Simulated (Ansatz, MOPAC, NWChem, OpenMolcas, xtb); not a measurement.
[AlF4]− (fluoroaluminate): the highest harmonic wavenumber at each level's own minimum, rung by rung

[AlF4]−, singlet, SMILES `[F][Al-]([F])([F])[F]`. Each level relaxes the structure for itself.

Quantity: the highest harmonic wavenumber at each level's own minimum, in cm⁻¹. The values are calculated.

| level | kind | program | value (cm⁻¹) |
| --- | --- | --- | --- |
| PM6-D3 | semi-empirical | MOPAC | 917 |
| PM6-D3H4 | semi-empirical | MOPAC | 915 |
| PM7-HH | semi-empirical | MOPAC | 877 |
| GFN2-xTB | semi-empirical | xtb | 721 |
| HF/3-21G | Hartree–Fock | OpenMolcas | 944 |
| HF/6-31G* (Cartesian functions) | Hartree–Fock | OpenMolcas | 864 |
| BP86-D3(BJ)/def2-SVP | GGA | NWChem | 811 |
| B3LYP/def2-SVP | global hybrid | NWChem | 832 |
| PBE0-D4/def2-TZVPD | global hybrid | Ansatz | 784 |

Harmonic and unscaled. Sets without diffuse functions describe the anion poorly. The values span 721 to 944 cm⁻¹.

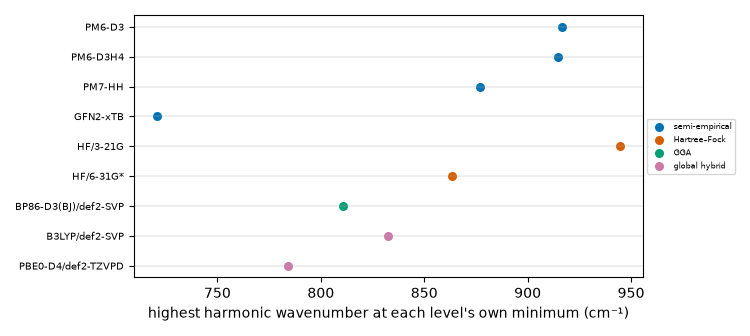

The values of the table, level by level.
